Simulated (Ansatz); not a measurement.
| atom | x (Å) | y (Å) | z (Å) |
| --- | --- | --- | --- |
| Ta | 0.1869 | 0.0403 | 0.1444 |
| O | 0.3183 | 0.3721 | 1.9342 |
| O | 1.9804 | 0.1207 | -0.1775 |
| O | -0.7970 | 1.4080 | -0.7928 |
| H | -0.7577 | 2.3713 | -0.8847 |
| O | -0.5576 | -1.6970 | -0.2349 |
| H | -0.3734 | -2.6154 | 0.0114 |

Geometry: PBE-D4/def2-SVPD; ⟨S²⟩ = 0.80, above the pure value of 0.75; core potentials replace the inner electrons of Ta.

These are results of UKS PBE0-D4/def2-TZVPD (Ansatz), not measurements.

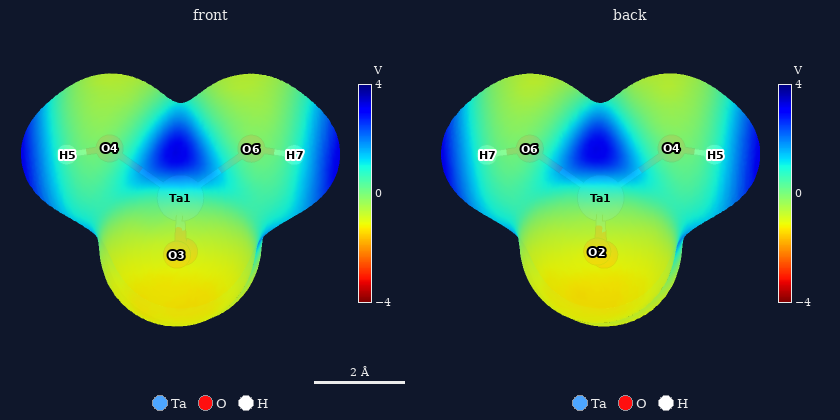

H2O4Ta (doublet). The molecular electrostatic potential painted on the density surface at 0.002 e/bohr³, seen from the front and from behind; the colour scale runs from red (negative) to blue (positive).

> Describe the electrostatic potential map.

The most negative region (about −1.3 V) lies over O2 and O3, the most positive (about +3.1 V) over Ta1, H5 and H7.
